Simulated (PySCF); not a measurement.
# C2H7F3Si2: what the fields show

The calculation's input:

```
{"job": {"kind": "nmr", "xc": "PBE0", "basis": "pcSseg-1"}, "charge": 0, "multiplicity": 1}
C      2.026983     0.090654     0.641165
Si     1.046963    -0.719749    -0.771453
Si    -0.995301     0.356174    -1.042020
C     -1.928787     0.201043     0.664004
F     -3.155513     0.754799     0.664866
F     -2.099737    -1.087677     1.038323
F     -1.255234     0.787384     1.680840
H      2.208806     1.144023     0.443106
H      2.991987    -0.388652     0.781975
H      1.486373     0.025544     1.581938
H      0.876870    -2.151951    -0.489649
H      1.807847    -0.604446    -2.024628
H     -1.987495    -0.216874    -1.954513
H     -1.024440     1.809255    -1.236121
```

Command:

```sh
OMP_NUM_THREADS=1 python probes_run.py task.json out
```

Geometry: GFN2-xTB.

The calculation used PySCF, PBE0/pcSseg-1, SCF density, gas phase, non-relativistic.

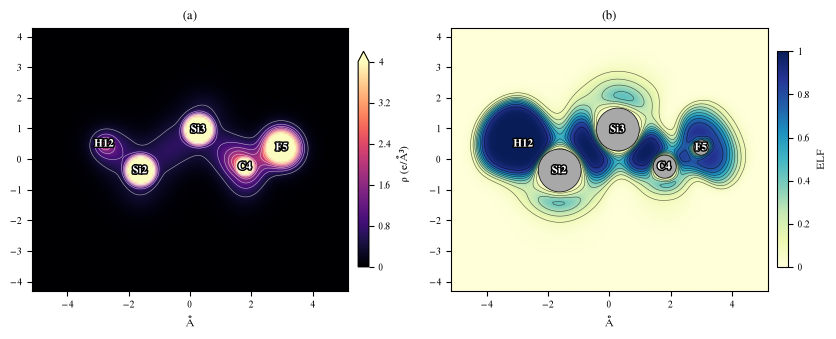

Figure 1. (a) total electron density; (b) ELF on the plane of atoms Si3, Si2 and H12. Grey discs cover the atomic cores in the ELF map.

Interpret the plot.

Answer.
- Atoms in the plane: Si, C, F and H.
- C–F (1.35 Å): the density is about 2.3 e/Å³ at the midpoint, with its minimum of 1.9 e/Å³ about 0.5 Å from C; the ELF peaks at about 0.85 between the atoms; a shared but strongly polarised pair.
- Si–Si (2.32 Å): ρ is about 0.66 e/Å³ halfway; the ELF peaks at about 1 between the atoms; localised, covalent bonding.
- C–Si (1.95 Å): ρ at the midpoint is about 0.91 e/Å³; the ELF peaks at about 1 between the atoms: a covalent bond.
- Si–H (1.47 Å): ρ is about 0.8 e/Å³ halfway; the ELF climbs to about 1 towards the hydrogen, as it does in any bond to H.
- The ELF also peaks beside F5, away from the bonds: lone-pair regions.

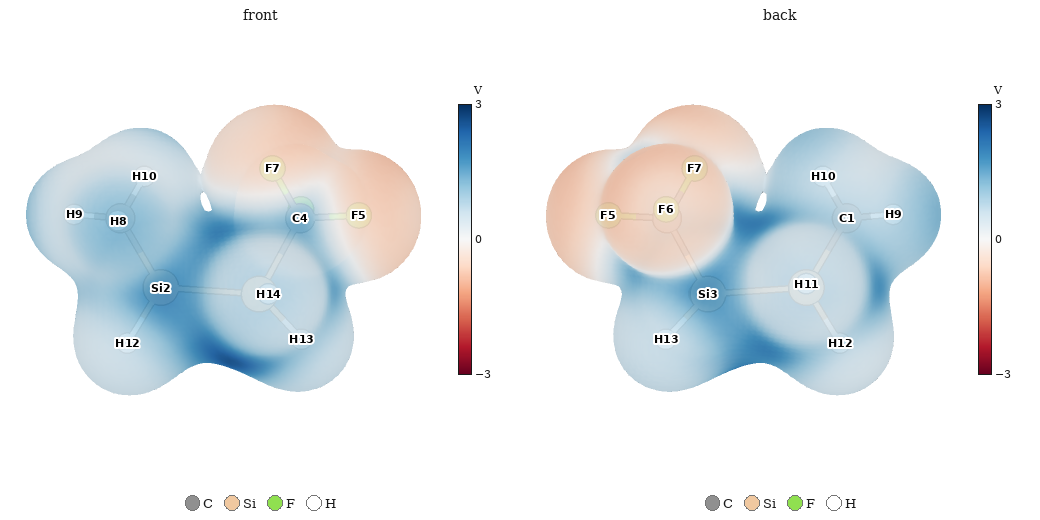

Figure 2. The molecular electrostatic potential painted on the density surface at 0.004 e/bohr³, seen from the front and from behind; red is negative and blue positive.

Describe the electrostatic potential map.

Answer. The most negative region (about −0.8 V) lies over F5, F6 and F7, the most positive (about +2.4 V) over Si3.

How polar is the molecule by this calculation?

Answer. Its dipole moment is 2.74 D.
